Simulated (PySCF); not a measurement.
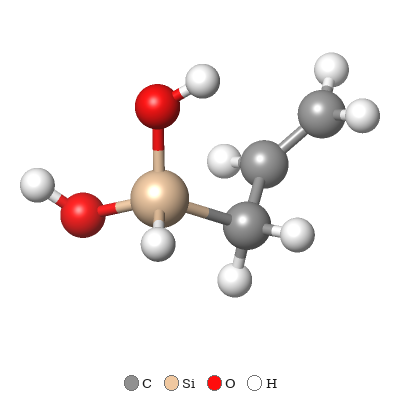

Geometry used (C₃H₈O₂Si, SMILES C=CC[SiH](O)O).

Vertical TDDFT excitations, PBE0/def2-SVPD in PySCF 2.14.0, at a GFN2-xTB geometry (no frequency check), gas phase.

What does its absorption spectrum look like?

Answer. The lowest singlet lies at 6.31 eV (196 nm, f = 0.023); the brightest of the first 6 is S2 at 6.55 eV (189 nm), f = 0.165, mainly HOMO → LUMO (65 %). No singlet lies below 3.1 eV (beyond 400 nm), so at this level no vertical transition falls in the visible.


| state | E (eV) | λ (nm) | f | main character |
| --- | --- | --- | --- | --- |
| S1 | 6.31 | 196 | 0.023 | HOMO → LUMO+1 (76 %) |
| S2 | 6.55 | 189 | 0.165 | HOMO → LUMO (65 %) |
| S3 | 6.97 | 178 | 0.161 | HOMO → LUMO+2 (80 %) |
| S4 | 7.34 | 169 | 0.005 | HOMO → LUMO+3 (80 %) |
| S5 | 7.55 | 164 | 0.051 | HOMO → LUMO+4 (76 %) |
| S6 | 7.65 | 162 | 0.013 | HOMO → LUMO+5 (42 %) |

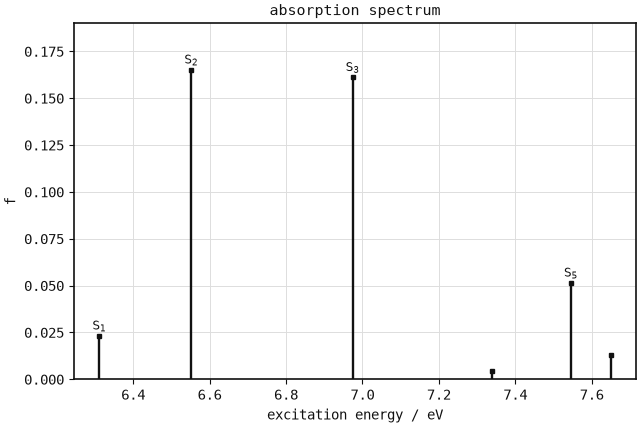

The lowest 6 singlet states are shown.

Known limits of this run: states above the negative HOMO energy depend on the basis; the tight-binding geometry is rougher than a DFT one and adds to the error; one conformer of a flexible molecule; core orbitals are frozen in the response.
